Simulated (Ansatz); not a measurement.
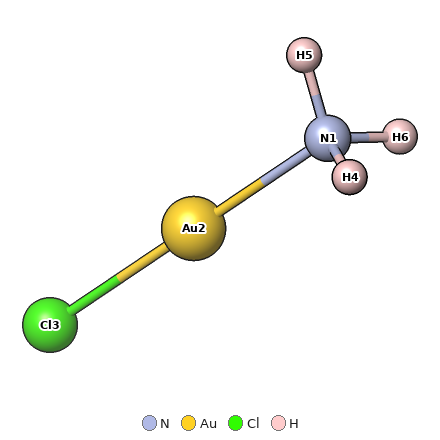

The system is AuClH₃N, SMILES [NH3+][Au-][Cl]; the picture shows the grid point nearest to the relaxed geometry. 
- Two internal coordinates are moved rigidly from the geometry relaxed at PBE0-D4/def2-TZVP, all others fixed.
- First axis: bond N1–H4. Second axis: angle Au2–N1–H6.
- The scan uses a 4 × 5 grid.
- Points are written as (first, second).
- Energies: kJ/mol, counted from the lowest grid point.
- Theory: RKS r2SCAN-D4/def2-TZVPP in Ansatz.

Its coordinates:

```xyz
6

N    -0.5711    0.5514   -0.3740
Au    0.7906   -0.7720    0.4872
Cl    2.2485   -2.1887    1.4088
H    -1.0031    0.1388   -1.2216
H    -0.1142    1.4159   -0.6451
H    -1.3153    0.7815    0.2761
```

Range: bond N1–H4 from 0.913 to 1.123 Å; angle Au2–N1–H6 from 81 to 141°.

Question: What will the energy surface look like?

Answer: The lowest grid point is at (1.037 Å, 111°). The highest grid point, (0.913 Å, 141°), lies 60.8 kJ/mol above the lowest.

```tsv
angle Au2–N1–H6 ↓, bond N1–H4 →	0.913	0.963	1.037	1.123
141	60.8	39.4	33.3	51.0
126	35.2	14.1	8.5	26.8
111	26.3	5.3	0.0	18.6
96	34.1	13.4	8.3	27.2
81	57.1	36.6	31.9	51.2
```

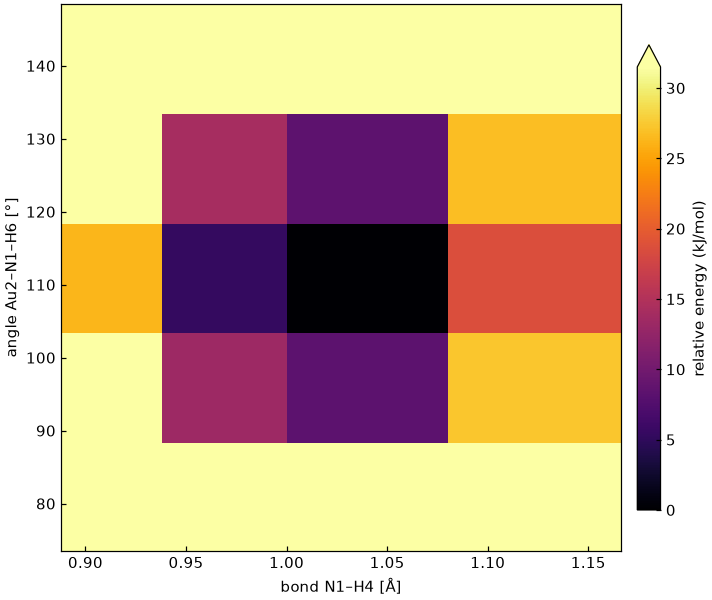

In the figure: one coloured cell a grid point, one colour for all values above the top of the scale.
